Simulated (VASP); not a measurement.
Band structure of TaAl (relaxed from the zinc blende structure, space group F-43m). Level of theory: PBEsol GGA, VASP's PBE PAW potentials (set 64) (plane waves; VASP).

Unless said otherwise, spin-orbit coupling is left out, though it shifts the bands of the heavy elements here.

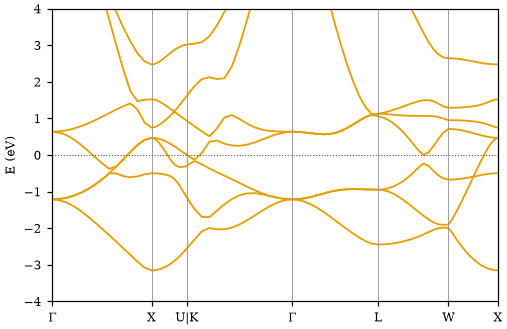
Bands along high-symmetry lines, zero at the valence-band maximum or, without a gap, the Fermi level

### Question
Read the plot: is there a gap, and where are the band edges?

### Answer
It has no gap at this level: it comes out as a metal or semimetal. (Edges off the drawn lines would not show.)

The structure was generated: TaAl was put into the zinc blende type (F-43m), which need not be its known phase. It was relaxed first, which changed the volume by -32 %.
